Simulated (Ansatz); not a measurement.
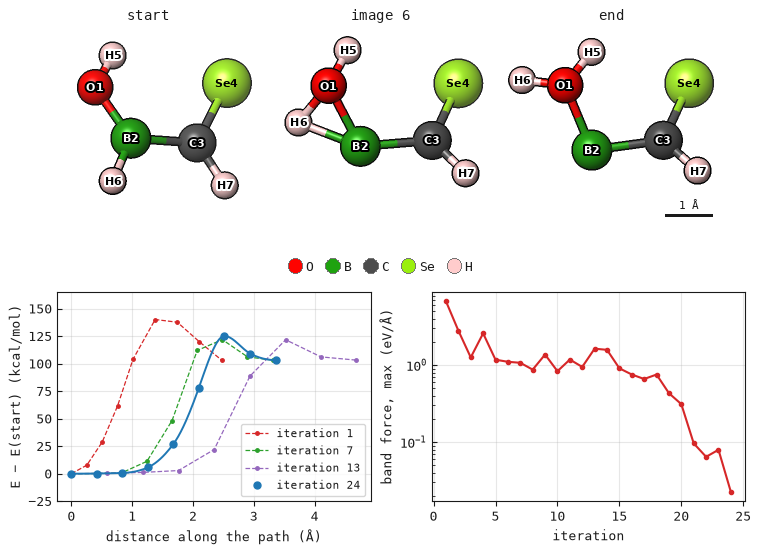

NEB run on CH$_{3}$BOSe. Images are numbered from 0 (start) to 8 (end). The plot follows the band through its iterations. The picture is a ball-and-stick view, seen at a tilt.

The calculation used Ansatz, RHF/def2-SVP. Set-up: 7 movable images; climbing image; force threshold 0.05 eV/Å; iteration limit 60; starting path through a guess of the saddle point.

Judge this run.

The result is final at these settings. The band converged in 24 iterations. The largest component of the band force went from 6.7 to 0.023 eV/Å. The climbing image converged on the top of the path. Its vibrational analysis gives one imaginary mode (1975i cm⁻¹), as a transition state must have. The first iteration put the highest image at 140.2 kcal/mol. Forward barrier 125.2 kcal/mol, backward barrier 21.9 kcal/mol, with image 6 at the top; the reaction energy is +103.3 kcal/mol.
